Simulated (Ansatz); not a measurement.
## Geometry relaxation of CH6BFSi (part 1 of 2)

System: CH6BFSi.
Method: RKS PBE-D4/def2-SVP (Ansatz 0.2.0).

The geometry: force-field start. Figures and captions count atoms from 1; the log counts them from 0 in places.

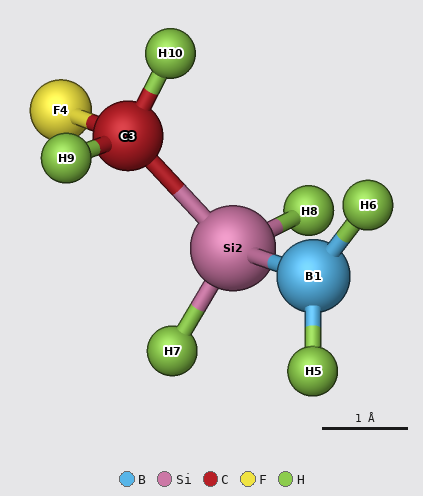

Fig. 1: The structure as given in the input (ball-and-stick view, seen at a tilt; atoms are numbered from 1 in the order of the input). Bond lengths as drawn: B–H 1.21 to 1.24 Å, B–Si 1.87 Å, C–F 1.46 Å, C–H 1.11 to 1.14 Å, C–Si 1.84 Å and H–Si 1.44 to 1.47 Å.

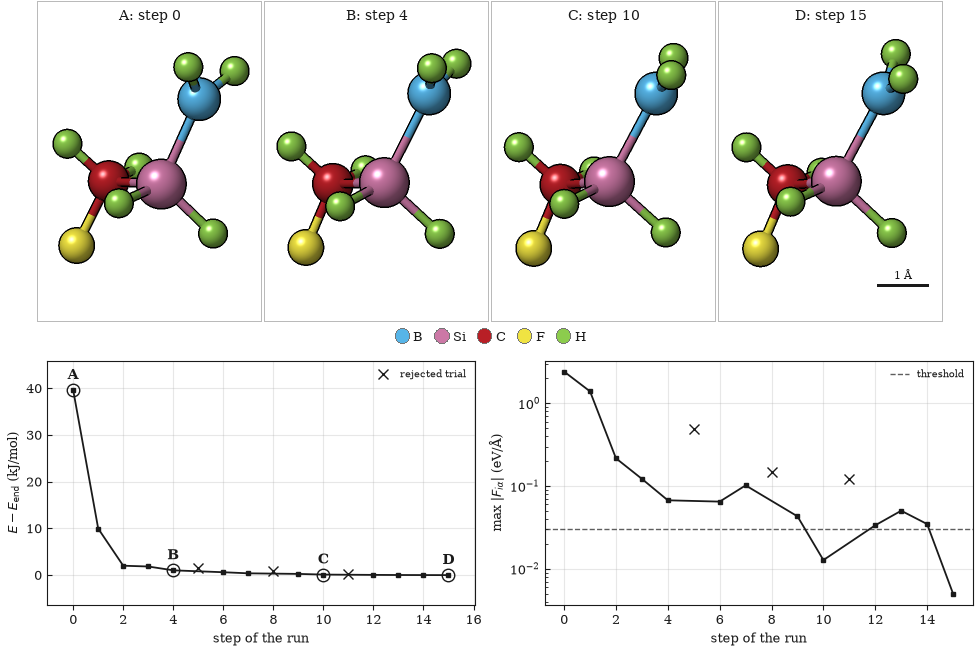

Fig. 2: Frames of the relaxation (ball-and-stick view, seen at a tilt) above the curves, on which the letters mark them (the first geometry is step 0 here and step 1 in the log).

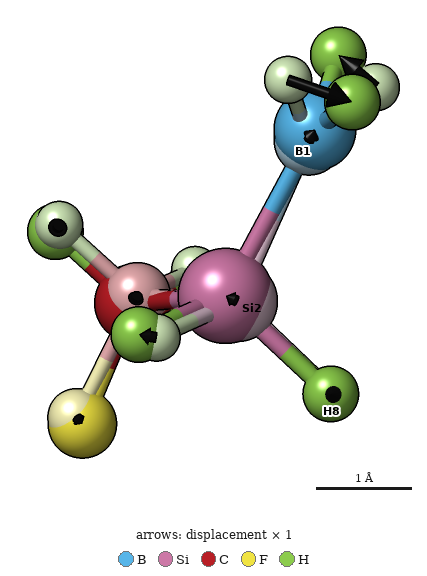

Fig. 3: Start (faint) and end (solid) with the displacements as black arrows, at true length (ball-and-stick view, seen at a tilt). The two geometries are laid on each other by the best rigid fit. The largest move after the best rigid fit is that of H5, 0.73 Å. By element the largest moves are H 0.73 Å, B 0.15 Å, C 0.15 Å, Si 0.14 Å, F 0.10 Å. Among the contacts that change: B1–Si2 1.873 → 2.014 Å, Si2–C3 1.839 → 1.918 Å, Si2–H8 1.440 → 1.515 Å, C3–F4 1.458 → 1.394 Å. Among the angles that change: B1–Si2–C3 108.7° → 114.2°, B1–Si2–H8 110.5° → 105.0°, F4–C3–H9 106.1° → 109.2°. After 15 geometry steps the energy has fallen by 39.6 kJ/mol. Largest force component: 2.4 eV/Å at the start, 0.005 eV/Å at the end. The line search rejected the trial steps at points 5, 8, 11 (counted from 0) and went back. (Atoms are counted from 1 in the order of the input.)

The input that produced these results follows, with the program's output.

Input file:
```yaml
crystal:
  periodic: [false, false, false]
  atoms:
    - {symbol: B, position_ang: [-1.595500, 0.601700, -0.260200]}
    - {symbol: Si, position_ang: [-0.178500, -0.618900, -0.369200]}
    - {symbol: C, position_ang: [1.276100, 0.087200, 0.507400]}
    - {symbol: F, position_ang: [2.428400, -0.804100, 0.449300]}
    - {symbol: H, position_ang: [-2.107300, 1.080300, -1.281500]}
    - {symbol: H, position_ang: [-2.067100, 0.995200, 0.777900]}
    - {symbol: H, position_ang: [0.195700, -0.858400, -1.772900]}
    - {symbol: H, position_ang: [-0.535500, -1.863100, 0.260700]}
    - {symbol: H, position_ang: [1.614800, 1.056500, 0.084100]}
    - {symbol: H, position_ang: [1.051800, 0.272400, 1.607300]}
basis:
  gaussian: {orbitals: def2-SVP}
hamiltonian: {xc: pbe, dispersion: d4}
relax: {f_tol: 0.03, max_steps: 200}
```

Command:
```bash
ansatz run in.yaml --threads 2 --pin off --events-out ev --progress --plain --max-ram 4352MiB
```

What the program printed:
```
Functional definition: PBE
  name "PBE"
  cite "Perdew, Burke & Ernzerhof, Phys. Rev. Lett. 77, 3865 (1996) doi:10.1103/PhysRevLett.77.3865"
  parent pbe
  parameter kappa = 0.804
  parameter beta = 0.06672455060314922
  exchange = pbe_x(kappa = kappa, mu = beta*pi^2/3)
  correlation = pbe_c(beta = beta)
1004 factors; their error is unknown
mean field evaluation 1: about -12384.1054 eV, gradient 3.6e1 eV
mean field evaluation 2: about -12381.8635 eV, gradient 4.6e1 eV
mean field evaluation 4: about -12387.9096 eV, gradient 2.7e0 eV
mean field evaluation 8: about -12387.8653 eV, gradient 1.8e-1 eV
mean field evaluation 16: about -12387.8653 eV, gradient 3.4e-5 eV
mean field -12387.86534553 eV, -455.2456546514 hartree, gradient 3.4e-5 eV, S^2 0.000000; 0 other end points of the search recorded, 0 dependent functions left out
the calculation of the forces begins
reference -12387.86537926 eV, -455.2456558911 hartree; 20, 20 occupied and 70, 70 virtual orbitals, 1004 factors
relax step   1: F+E_penalty+E_count = -12388.03091372 eV  Δ(F+E_penalty+E_count) = +0.000e0 eV  max|allowed force component| = 2.418e0 eV/Å  Δτ_max = 0.0000 Å  (25 SCF iters, accepted)
these checks for a lower state are left out or cut short: starts, cluster_reference, orbital_swaps, neighbouring_geometries, increment
1004 factors; their error is unknown
mean field -12388.17508994 eV, -455.2570375486 hartree, gradient 2.3e-5 eV, S^2 0.000000; 0 other end points of the search recorded, 0 dependent functions left out
[... from here on the field's lines of each further geometry are left out, up to the last ...]
relax step   2: F+E_penalty+E_count = -12388.33829722 eV  Δ(F+E_penalty+E_count) = -3.074e-1 eV  max|allowed force component| = 1.394e0 eV/Å  Δτ_max = 0.0979 Å  (27 SCF iters, accepted)
relax step   3: F+E_penalty+E_count = -12388.42065484 eV  Δ(F+E_penalty+E_count) = -8.236e-2 eV  max|allowed force component| = 2.164e-1 eV/Å  Δτ_max = 0.1070 Å  (26 SCF iters, accepted)
relax step   4: F+E_penalty+E_count = -12388.42238167 eV  Δ(F+E_penalty+E_count) = -1.727e-3 eV  max|allowed force component| = 1.220e-1 eV/Å  Δτ_max = 0.0262 Å  (28 SCF iters, accepted)
relax step   5: F+E_penalty+E_count = -12388.43088825 eV  Δ(F+E_penalty+E_count) = -8.507e-3 eV  max|allowed force component| = 6.719e-2 eV/Å  Δτ_max = 0.2000 Å  (27 SCF iters, accepted)
relax step   6: F+E_penalty+E_count = -12388.42644979 eV  Δ(F+E_penalty+E_count) = +4.438e-3 eV  max|allowed force component| = 4.833e-1 eV/Å  Δτ_max = 0.1951 Å  (27 SCF iters, rejected (line search))
relax step   7: F+E_penalty+E_count = -12388.43510527 eV  Δ(F+E_penalty+E_count) = -4.217e-3 eV  max|allowed force component| = 6.478e-2 eV/Å  Δτ_max = 0.0975 Å  (27 SCF iters, accepted)
relax step   8: F+E_penalty+E_count = -12388.43753163 eV  Δ(F+E_penalty+E_count) = -2.426e-3 eV  max|allowed force component| = 1.018e-1 eV/Å  Δτ_max = 0.0984 Å  (27 SCF iters, accepted)
relax step   9: F+E_penalty+E_count = -12388.43334269 eV  Δ(F+E_penalty+E_count) = +4.189e-3 eV  max|allowed force component| = 1.464e-1 eV/Å  Δτ_max = 0.0521 Å  (28 SCF iters, rejected (line search))
relax step  10: F+E_penalty+E_count = -12388.43882294 eV  Δ(F+E_penalty+E_count) = -1.291e-3 eV  max|allowed force component| = 4.299e-2 eV/Å  Δτ_max = 0.0251 Å  (28 SCF iters, accepted)
relax step  11: F+E_penalty+E_count = -12388.44032852 eV  Δ(F+E_penalty+E_count) = -1.506e-3 eV  max|allowed force component| = 1.272e-2 eV/Å  Δτ_max = 0.0655 Å  (27 SCF iters, accepted)
relax step  12: F+E_penalty+E_count = -12388.44007591 eV  Δ(F+E_penalty+E_count) = +2.526e-4 eV  max|allowed force component| = 1.202e-1 eV/Å  Δτ_max = 0.1098 Å  (26 SCF iters, rejected (line search))
relax step  13: F+E_penalty+E_count = -12388.44101340 eV  Δ(F+E_penalty+E_count) = -6.849e-4 eV  max|allowed force component| = 3.351e-2 eV/Å  Δτ_max = 0.0542 Å  (27 SCF iters, accepted)
relax step  14: F+E_penalty+E_count = -12388.44126408 eV  Δ(F+E_penalty+E_count) = -2.507e-4 eV  max|allowed force component| = 5.027e-2 eV/Å  Δτ_max = 0.0548 Å  (27 SCF iters, accepted)
relax step  15: F+E_penalty+E_count = -12388.44139966 eV  Δ(F+E_penalty+E_count) = -1.356e-4 eV  max|allowed force component| = 3.467e-2 eV/Å  Δτ_max = 0.0073 Å  (21 SCF iters, accepted)
the calculation of the forces begins
reference -12388.28118080 eV, -455.2609363160 hartree; 20, 20 occupied and 70, 70 virtual orbitals, 1004 factors
relax step  16: F+E_penalty+E_count = -12388.44151006 eV  Δ(F+E_penalty+E_count) = -1.104e-4 eV  max|allowed force component| = 5.000e-3 eV/Å  Δτ_max = 0.0134 Å  (23 SCF iters, accepted)
1004 factors; their error is unknown
mean field evaluation 128: about -12388.3443 eV, gradient 2.7e-1 eV
mean field -12388.28114682 eV, -455.2609350671 hartree, gradient 1.1e-5 eV, S^2 0.000000; 1 other end points of the search recorded, 0 dependent functions left out
the calculation of the forces begins
reference -12388.28118080 eV, -455.2609363160 hartree; 20, 20 occupied and 70, 70 virtual orbitals, 1004 factors
Total energy: -12388.44154404 eV, -455.2668295563 hartree
Atom 0 at    -1.724792     0.675419    -0.302982 Å, force    -0.000457     0.001359    -0.000721 eV/Å
Atom 1 at    -0.115153    -0.526705    -0.446528 Å, force    -0.001285    -0.003290     0.005000 eV/Å
Atom 2 at     1.388993     0.044936     0.597269 Å, force    -0.002211     0.001344    -0.002604 eV/Å
Atom 3 at     2.421130    -0.887768     0.514862 Å, force     0.003316    -0.001204    -0.000271 eV/Å
Atom 4 at    -2.622991     0.601089    -1.120459 Å, force    -0.000012    -0.000774     0.000979 eV/Å
Atom 5 at    -1.872671     1.459207     0.617110 Å, force    -0.000521     0.001180    -0.000555 eV/Å
Atom 6 at     0.331826    -0.761308    -1.866376 Å, force     0.001328     0.000209    -0.000718 eV/Å
Atom 7 at    -0.572801    -1.862942     0.100462 Å, force    -0.000502     0.000770    -0.001860 eV/Å
Atom 8 at     1.761501     1.035417     0.246131 Å, force     0.001055     0.000855     0.001232 eV/Å
Atom 9 at     1.087858     0.171455     1.663413 Å, force    -0.000711    -0.000449    -0.000481 eV/Å
Dipole moment:    -0.220627     0.268280     0.048133 e Å
```

Trajectory as extended XYZ (Å, eV, eV/Å), 16 frames, from step=1 to step=16:
```
10
Properties=species:S:1:pos:R:3:forces:R:3 step=1 energy=-12388.03091
B    -1.5955    0.6017   -0.2602   -2.1315   1.7840  -0.4098
Si   -0.1785   -0.6189   -0.3692    0.9909  -0.8414  -1.0819
C     1.2761    0.0872    0.5074    2.4183  -0.1182   1.5525
F     2.4284   -0.8041    0.4493   -1.2962   0.7784  -0.0164
H    -2.1073    1.0803   -1.2815    0.1356  -0.1627   0.3838
H    -2.0671    0.9952    0.7779   -0.0625   0.0844   0.2581
H     0.1957   -0.8584   -1.7729    0.2563  -0.2637  -0.5482
H    -0.5355   -1.8631    0.2607   -0.3290  -1.2005   0.5934
H     1.6148    1.0565    0.0841   -0.0825   0.0627  -0.0466
H     1.0518    0.2724    1.6073    0.1006  -0.1230  -0.6846
10
Properties=species:S:1:pos:R:3:forces:R:3 step=2 energy=-12388.33830
B    -1.6552    0.6344   -0.2681   -0.8504   0.7273  -0.2165
Si   -0.1610   -0.6170   -0.4000    0.2153  -0.4547  -0.4843
C     1.3107    0.0967    0.5262    1.3936  -0.3128   0.6108
F     2.4106   -0.8155    0.4554   -0.7194   0.5226   0.0185
H    -2.1896    1.1020   -1.2647    0.0233  -0.0748   0.1087
H    -2.0987    1.0350    0.7898    0.0484  -0.0388   0.1082
H     0.2617   -0.9233   -1.8047    0.0623  -0.0263  -0.0913
H    -0.5257   -1.8995    0.2567   -0.1032  -0.3637   0.2059
H     1.6547    1.0659    0.1041   -0.0545   0.0510  -0.0302
H     1.0754    0.2701    1.6081   -0.0154  -0.0296  -0.2298
10
Properties=species:S:1:pos:R:3:forces:R:3 step=3 energy=-12388.42065
B    -1.7083    0.6696   -0.3009   -0.1142   0.0134   0.0472
Si   -0.1542   -0.6074   -0.4135   -0.0103  -0.0389  -0.0736
C     1.3605    0.0878    0.5445    0.2164  -0.0725  -0.0149
F     2.4139   -0.8253    0.4650   -0.0570   0.0328   0.0032
H    -2.2958    1.0986   -1.2777    0.0233  -0.0215   0.0275
H    -2.1048    1.0420    0.7918    0.0379   0.0058  -0.0435
H     0.2976   -0.9291   -1.8129    0.0035  -0.0139   0.0130
H    -0.5312   -1.9040    0.2700   -0.0200   0.0397  -0.0258
H     1.6998    1.0613    0.1234   -0.0307   0.0239  -0.0032
H     1.1054    0.2554    1.6131   -0.0488   0.0311   0.0701
```
